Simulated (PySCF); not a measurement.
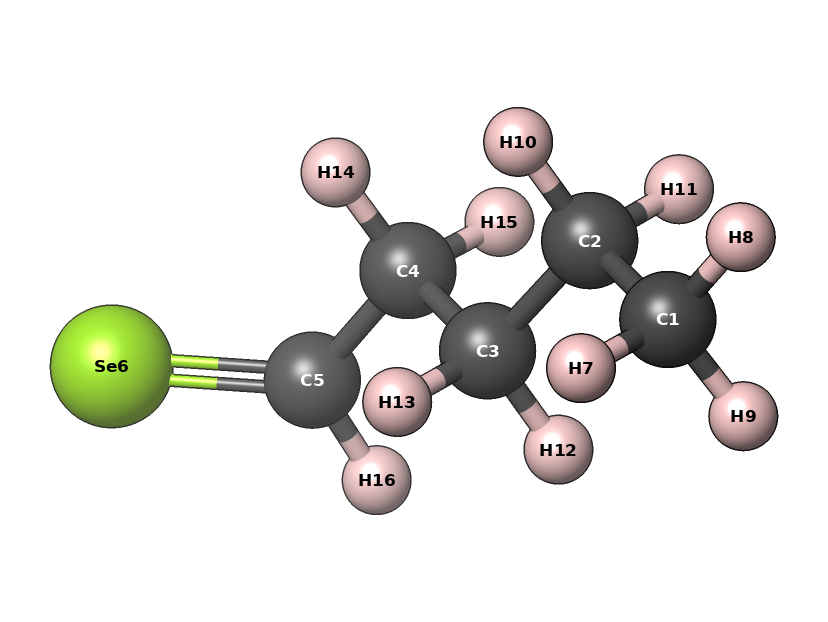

The computed structure is the end point of a PBE0-D3(BJ)/def2-SVP optimisation. No frequency run is at hand to confirm it as a minimum. Level of theory: delta-SCF UKS SCAN, pcX-2 on the ionised atom, pcseg-1 elsewhere, spin-free X2C (PySCF 2.14.0).

Give the core-electron binding energies (to vacuum) of C1 1s, C2 1s, C3 1s, C4 1s, C5 1s.

| atom | level | binding energy (eV) |
| --- | --- | --- |
| C1 | 1s | 290.7 |
| C2 | 1s | 290.8 |
| C3 | 1s | 290.8 |
| C4 | 1s | 291.0 |
| C5 | 1s | 291.5 |
